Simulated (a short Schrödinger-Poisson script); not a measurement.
Stack: symmetric double-gate stack, SiO2 on p-type GaN, at 300 K.

```tsv
layer	material	thickness (nm)	Na (cm⁻³)
1	SiO2	2.7	-
2	GaN	2	4e17
3	SiO2	2.7	-
```

The device is made up for the run: typed textbook-type constants, with dimensions and the other settings drawn at random. SiO2: permittivity 3.9, conduction-band edge (eV) 3.2, gap (eV) 9, electron mass (mₑ) 0.5. GaN: permittivity 9.5, conduction-band edge (eV) 0, gap (eV) 3.43, Nv at 300 K (cm⁻³) 4.6e19.

Channel valleys (confinement mass, in-plane density-of-states mass, number): Γ 0.2, 0.2, 1. At the gates, both at one voltage, the conduction-band edge of layer 1 lies 3.23 eV − eVg above the Fermi level of the channel. Gaps are held at their typed values at every temperature. Mesh 0.03 nm at interfaces.

Solved with a short Schrödinger-Poisson script written for these runs: 1D Poisson equation in equilibrium, electrons quantum, Hartree plus LDA exchange-correlation (BenDaniel-Duke, 12 states a valley, the channel's in-plane mass for all, wave functions ending at the dielectric), parabolic valleys, classical holes, full ionisation, no traps, pinning or gate leakage.

Only gate voltages with over 1e8 electrons/cm² are shown.

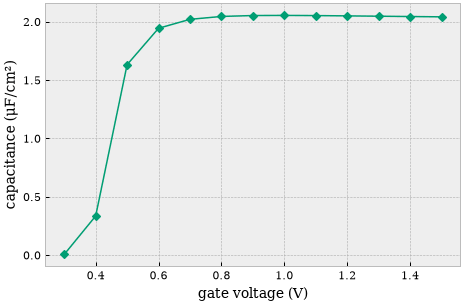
Figure: Quasi-static capacitance against gate voltage

```
Vg (V)  electrons (cm⁻²)  C (μF/cm²)  Γ E0 (meV)  Γ E1 (meV)
------  ----------------  ----------  ----------  ----------
0.3               8.96e8     0.00592       201.3      1610.4
0.5              7.09e11        1.63        24.4      1435.9
0.7              3.09e12        2.02       -29.9      1381.0
0.9              5.64e12        2.05       -65.5      1343.7
1.1              8.20e12        2.05       -97.6      1309.5
1.3              1.08e13        2.05      -128.6      1276.1
1.5              1.33e13        2.04      -159.3      1243.0
```

Subbands count from the Fermi level. The capacitance is that of both gates.

In real p-type GaN the Mg acceptor is only partly ionised, and so wide a gap doesn't supply an inversion layer without source and drain.
